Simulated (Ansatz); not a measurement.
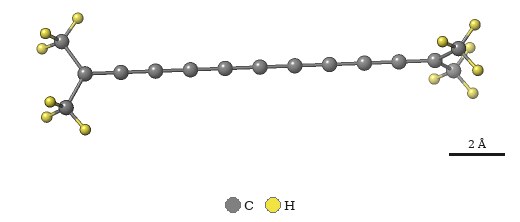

Figure 1. The structure (ball-and-stick view, seen at a tilt). Bond lengths as drawn: C–C 1.28 to 1.50 Å and C–H 1.10 Å.

## C15H12: one change and its effect

System: C15H12, charge +1, multiplicity 2.
Method of the first run: UKS PBE0-D4/def2-TZVP (Ansatz 0.2.0).

The geometry comes from this level: PBE0-D4/def2-SVP. Text and figures count atoms from 1; the logs count them from 0 in places.

### Input file, the first run
```yaml
crystal:
  periodic: [false, false, false]
  atoms:
    - {symbol: C, position_ang: [-0.226978, -5.526195, -4.854678]}
    - {symbol: C, position_ang: [0.821669, -5.120196, -3.861311]}
    - {symbol: C, position_ang: [2.068892, -5.952088, -3.800647]}
    - {symbol: C, position_ang: [0.652878, -4.067740, -3.068206]}
    - {symbol: C, position_ang: [0.491329, -3.056525, -2.305553]}
    - {symbol: C, position_ang: [0.327317, -2.033594, -1.534321]}
    - {symbol: C, position_ang: [0.164116, -1.018199, -0.768451]}
    - {symbol: C, position_ang: [0.000646, 0.000589, -0.000641]}
    - {symbol: C, position_ang: [-0.162371, 1.018866, 0.767945]}
    - {symbol: C, position_ang: [-0.325581, 2.034384, 1.533649]}
    - {symbol: C, position_ang: [-0.490281, 3.057075, 2.305053]}
    - {symbol: C, position_ang: [-0.652529, 4.068487, 3.067297]}
    - {symbol: C, position_ang: [-0.821874, 5.120292, 3.861145]}
    - {symbol: C, position_ang: [-1.466106, 4.985720, 5.209526]}
    - {symbol: C, position_ang: [-0.376982, 6.491913, 3.446407]}
    - {symbol: H, position_ang: [0.190827, -5.518992, -5.876114]}
    - {symbol: H, position_ang: [-1.100166, -4.862465, -4.827471]}
    - {symbol: H, position_ang: [-0.561777, -6.558867, -4.655974]}
    - {symbol: H, position_ang: [1.818183, -7.000016, -3.561985]}
    - {symbol: H, position_ang: [2.569783, -5.961624, -4.784002]}
    - {symbol: H, position_ang: [2.776750, -5.580257, -3.049377]}
    - {symbol: H, position_ang: [-1.759521, 3.950765, 5.425190]}
    - {symbol: H, position_ang: [-0.775671, 5.329200, 5.999017]}
    - {symbol: H, position_ang: [-2.362136, 5.627119, 5.270418]}
    - {symbol: H, position_ang: [0.081271, 6.493277, 2.449544]}
    - {symbol: H, position_ang: [-1.234291, 7.186861, 3.442284]}
    - {symbol: H, position_ang: [0.352622, 6.892231, 4.171254]}
basis:
  gaussian: {orbitals: def2-TZVP}
total_charge: 1
magnetization: {spin_polarized: true, initial_magnetization: 1}
hamiltonian: {xc: pbe0, dispersion: d4}
scf: {omitted_lower_state_checks: [starts]}
output: {orbitals: {seedname: orbitals}}
```

Launched with:
```bash
ansatz run in.yaml --threads 4 --pin off --events-out ev --progress --plain --max-ram 9574MiB
```

Hardware: 4 threads of Intel Xeon, 180 GiB of memory available, shared host.

### Output (the first run)
```
Functional definition: PBE0
  parameter a = 0.25
  parameter kappa = 0.804
  parameter beta = 0.06672455060314922
  exchange = (1 - a)*pbe_x(kappa = kappa, mu = beta*pi^2/3) + a*exact_x
  correlation = pbe_c(beta = beta)
these checks for a lower state are left out or cut short: starts
3228 factors; their error is unknown
the host lacks memory for fits, so the integrals are decomposed
3570 factors; integrals over basis functions are off by at most 1.2e-3 eV
mean field evaluation 1: about -15701.5357 eV, gradient 6.6e1 eV
mean field evaluation 2: about -15702.9467 eV, gradient 6.1e1 eV
mean field evaluation 4: about -15721.4754 eV, gradient 8.6e0 eV
mean field evaluation 8: about -15721.9413 eV, gradient 1.0e0 eV
mean field evaluation 16: about -15722.1715 eV, gradient 6.1e-2 eV
mean field evaluation 32: about -15722.1785 eV, gradient 1.2e-1 eV
mean field -15722.17901952 eV, -577.7794220916 hartree, gradient 7.0e-6 eV, S^2 0.799374; 0 other end points of the search recorded, 0 dependent functions left out
reference -15722.17907759 eV, -577.7794242258 hartree; 51, 50 occupied and 486, 487 virtual orbitals, 3570 factors
Total energy: -15722.68864657 eV, -577.7981505402 hartree
Checks for a lower state left out: starts
```

The input of the second run differs as follows (lines with − go, lines with + come):
```diff
-total_charge: 1
+total_charge: -1
```

Predict how the results change.

The total energies belong to different systems, so their difference says nothing on which is more stable or more accurate. The HOMO goes from −9.40 to −0.40 eV. The LUMO goes from −7.98 to 0.93 eV. On the same kind of shared host the second run took about 0.64 times as long.

### Output (the second run)
```
Functional definition: PBE0
  parameter a = 0.25
  parameter kappa = 0.804
  parameter beta = 0.06672455060314922
  exchange = (1 - a)*pbe_x(kappa = kappa, mu = beta*pi^2/3) + a*exact_x
  correlation = pbe_c(beta = beta)
these checks for a lower state are left out or cut short: starts
3228 factors; their error is unknown
the host lacks memory for fits, so the integrals are decomposed
3570 factors; integrals over basis functions are off by at most 1.2e-3 eV
mean field evaluation 1: about -15713.5274 eV, gradient 5.9e1 eV
mean field evaluation 2: about -15715.9547 eV, gradient 5.3e1 eV
mean field evaluation 4: about -15729.9109 eV, gradient 7.7e0 eV
mean field evaluation 8: about -15730.5546 eV, gradient 6.6e-1 eV
mean field evaluation 16: about -15730.5597 eV, gradient 3.9e-2 eV
mean field evaluation 32: about -15730.5617 eV, gradient 3.3e-5 eV
mean field -15730.56168016 eV, -578.0874791881 hartree, gradient 3.0e-6 eV, S^2 0.821959; 0 other end points of the search recorded, 0 dependent functions left out
reference -15730.56174624 eV, -578.0874816166 hartree; 52, 51 occupied and 485, 486 virtual orbitals, 3570 factors
Total energy: -15731.13217636 eV, -578.1084445368 hartree
Checks for a lower state left out: starts
```

### The two runs side by side

```tsv
quantity	the first run	the second run
outcome	converged	converged
total energy (hartree)	−577.798151	−578.108445
HOMO (eV)	−9.40	−0.40
LUMO (eV)	−7.98	0.93
⟨S²⟩	0.799	0.822
basis functions	537	537
wall time (shared host)	5.5 min	3.5 min
```
